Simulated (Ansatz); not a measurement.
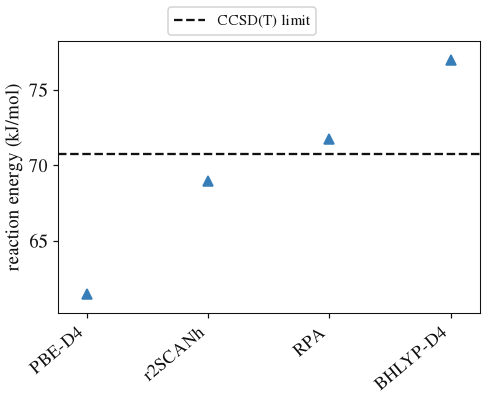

Electronic reaction energy of AlSiH₅O₄ (O[Si](O)(O)[O][AlH2]) + NH₃ (N) → SiNH₅O₃ (N[Si](O)(O)O) + AlH₃O ([OH][AlH2]) (SMILES in brackets) at several levels (functionals in def2-TZVPP unless a basis is named), isolated molecules at PBE0-D4 triple-zeta geometries, minima by their frequencies, no zero-point or thermal terms, the Ansatz code 0.2.0. The line is frozen-core CCSD(T) at the basis limit (MP2 extrapolated from triple and quadruple zeta, plus CCSD(T) less MP2 in a smaller set). RPA holds a correlation term that converges slowly with the basis, so part of the distance to the limit is basis error. No dispersion term is added to r2SCANh.

**Which level comes closest to the line (CCSD(T) limit), and which misses most?**

Closest RPA (71.7 kJ/mol), against 70.7 kJ/mol; farthest PBE-D4 (61.5 kJ/mol).

**Give the values.**

| level | kJ/mol | less CCSD(T) limit |
| --- | --- | --- |
| PBE-D4 | 61.5 | −9.3 |
| r2SCANh | 69.0 | −1.7 |
| RPA | 71.7 | 1.0 |
| BHLYP-D4 | 77.0 | 6.3 |
| CCSD(T) limit | 70.7 | 0.0 |

Known limits of this run: one conformer of each flexible molecule.
